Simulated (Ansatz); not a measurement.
# SnH3F (SnFH3) at r2SCAN/STO-3G

Aim: the electronic atomisation energy of SnH3F (SnFH3) at r2SCAN/STO-3G, from 4 runs. 

The results are computed with Ansatz 0.2.0.

50 further runs of the same task are left out: 7 that didn't finish, 43 set aside as unsound or not needed.

**1. The system as given**

The species is SnH3F (5 atoms), meant as a singlet with charge 0. SMILES: `[H][Sn]([H])([H])[F]`. Geometry: a GFN2-xTB relaxation, a rough one for these elements and not checked as a minimum.

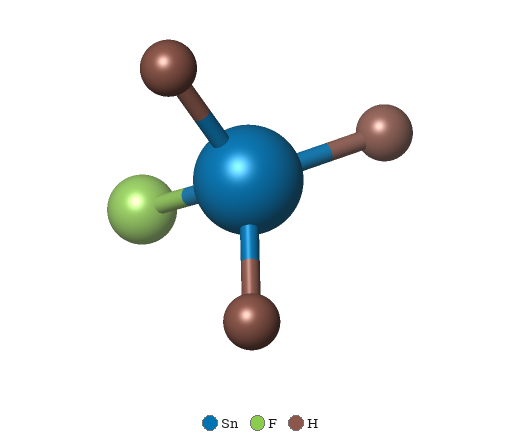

Viewed from a chosen angle; tin blue, fluorine green, hydrogen brown.

**2. A single-point energy at r2SCAN/STO-3G**

Input file job.yaml:

```yaml
crystal:
  periodic: [false, false, false]
  atoms:
    - {symbol: Sn, position_ang: [-0.002590, 0.002420, -0.166930]}
    - {symbol: F, position_ang: [0.011740, -0.019270, 1.757340]}
    - {symbol: H, position_ang: [1.619230, 0.010970, -0.538180]}
    - {symbol: H, position_ang: [-0.817750, 1.408460, -0.512480]}
    - {symbol: H, position_ang: [-0.810630, -1.402580, -0.539750]}
basis:
  gaussian: {orbitals: STO-3G}
hamiltonian: {xc: {name: r2SCAN}}
accuracy: high
```

Started as:

```bash
$ ansatz run job.yaml --threads 1 --pin off --max-ram 2610MiB --events-out events.jsonl --progress --plain --runs-dir runs
```

The log of the run:

```text
Warning: RAYON_NUM_THREADS=1 ignored (pool sized by the plan → 1); use --threads N
Functional definition: r2SCAN
  name "r2SCAN"
  parameter k0 = 0.174
  parameter k1 = 0.065
  parameter a1 = 4.9479
  exchange = r2scan_x(k0 = k0, k1 = k1, a1 = a1)
  correlation = r2scan_c
640 factors; integrals over basis functions are off by at most 4.9e-9 eV
mean field evaluation 1: about -165054.1232 eV, gradient 1.6e1 eV
mean field evaluation 2: about -165052.1121 eV, gradient 3.0e1 eV
mean field evaluation 4: about -165055.3591 eV, gradient 7.7e-1 eV
mean field evaluation 8: about -165055.2916 eV, gradient 2.7e-3 eV
mean field -165055.29161203 eV, -6065.6700882470 hartree, gradient 9.8e-8 eV, S^2 0.000000; 0 other end points of the search recorded, 0 dependent functions left out
reference -165055.29161239 eV, -6065.6700882605 hartree; 31, 31 occupied and 4, 4 virtual orbitals, 640 factors
Total energy: -165055.29161239 eV, -6065.6700882605 hartree
```

Wall time 7.2 s (1 thread of Arm Neoverse N1, shared host); peak memory 0.15 GiB.

**3. The F atom at the same level**

Input file in.yaml:

```yaml
crystal:
  periodic: [false, false, false]
  atoms:
    - symbol: F
      position_ang: [0.000000, 0.000000, 0.000000]
basis:
  gaussian:
    orbitals: STO-3G
magnetization:
  spin_polarized: true
  initial_magnetization: 1
hamiltonian:
  xc: {name: r2SCAN}
accuracy: high
```

Run the same way, it converges to -98.25342 Eh (log not shown).

**4. The H atom**

Input file input.yaml:

```yaml
basis:
  gaussian:
    orbitals: STO-3G
crystal:
  periodic: [false, false, false]
  atoms:
    - {symbol: H, position_ang: [0.000000, 0.000000, 0.000000]}
total_charge: 0
accuracy: high
hamiltonian:
  xc: {name: r2SCAN}
magnetization:
  spin_polarized: true
  initial_magnetization: 1
```

Run the same way, it converges to -0.46646 Eh (log not shown).

**5. The Sn atom at the same level**

Input file run.yaml:

```yaml
crystal:
  periodic: [false, false, false]
  atoms:
    - {symbol: Sn, position_ang: [0.000000, 0.000000, 0.000000]}
basis:
  gaussian:
    orbitals: STO-3G
magnetization:
  spin_polarized: true
  initial_magnetization: 2
hamiltonian:
  xc: r2scan
accuracy: high
```

Started as:

```bash
$ ansatz run run.yaml --threads 1 --pin off --max-ram 2610MiB --events-out events.jsonl --progress --plain --runs-dir runs
```

The log of the run:

```text
Warning: RAYON_NUM_THREADS=1 ignored (pool sized by the plan → 1); use --threads N
Functional definition: r2SCAN
  name "r2SCAN"
  parameter k0 = 0.174
  parameter k1 = 0.065
  parameter a1 = 4.9479
  exchange = r2scan_x(k0 = k0, k1 = k1, a1 = a1)
  correlation = r2scan_c
251 factors; integrals over basis functions are off by at most 4.4e-9 eV
mean field evaluation 1: about -162325.7586 eV, gradient 2.5e-1 eV
mean field evaluation 2: about -162325.7588 eV, gradient 2.7e-3 eV
mean field evaluation 4: about -162325.8028 eV, gradient 2.5e-4 eV
mean field evaluation 8: about -162325.8028 eV, gradient 1.8e-8 eV
mean field evaluation 16: about -162325.7899 eV, gradient 3.7e-1 eV
mean field -162325.80282228 eV, -5965.3632253378 hartree, gradient 5.3e-9 eV, S^2 2.000001; 3 other end points of the search recorded, 0 dependent functions left out
reference -162325.80282294 eV, -5965.3632253619 hartree; 26, 24 occupied and 1, 3 virtual orbitals, 251 factors
Total energy: -162325.80282294 eV, -5965.3632253619 hartree
```

It took 14 s on 1 thread of Arm Neoverse N1, shared host; peak memory 0.16 GiB.

**6. What came out**

At r2SCAN/STO-3G:

| quantity | value |
| --- | --- |
| molecule: total energy | -6065.67009 Eh |
| F atom: total energy | -98.25342 Eh |
| F atom: ⟨S²⟩ | 0.750 |
| H atom: total energy | -0.46646 Eh |
| H atom: ⟨S²⟩ | 0.750 |
| Sn atom: total energy | -5965.36323 Eh |
| Sn atom: ⟨S²⟩ | 2.000 |
| electronic atomisation energy | 17.798 eV |

What this shows: Taking the molecule apart into free atoms costs 17.80 eV (410 kcal/mol), before zero-point energy and without spin-orbit coupling. In a minimal basis such a difference can be off by several eV, whatever the method. Relativity is left out (molecule) although the molecule holds a heavy atom. Relativity is left out (Sn atom) although the molecule holds a heavy atom.
